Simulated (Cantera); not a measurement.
A closed system holds: 1 mol CF4, 0.18 mol Si, 2.4 mol F2, equilibrated at 100 Torr.

Method: chemical equilibrium by Gibbs-energy minimisation in Cantera with the NASA 1993 tables (ideal gas, pure condensed phases). Candidate condensed phases: C, Si, SiC; 23 gas species. The tables' values for SiF3 are old estimates; treat these amounts as uncertain. Gases not in the tables: C2F6 and larger saturated fluorocarbons. Rates play no part.

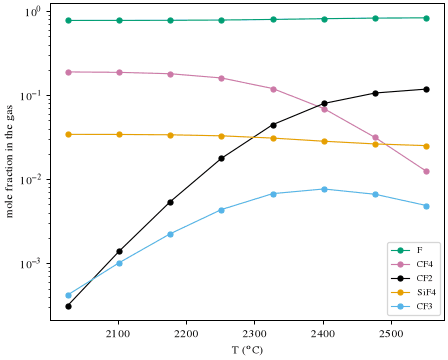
Figure: Equilibrium gas composition (values under 1e-9 drawn at 1e-9)

Q: Read off the mole fractions at 2327 °C.

A: F about 0.80, CF4 about 0.12, CF2 about 0.045, SiF4 about 0.031, CF3 about 0.0067.
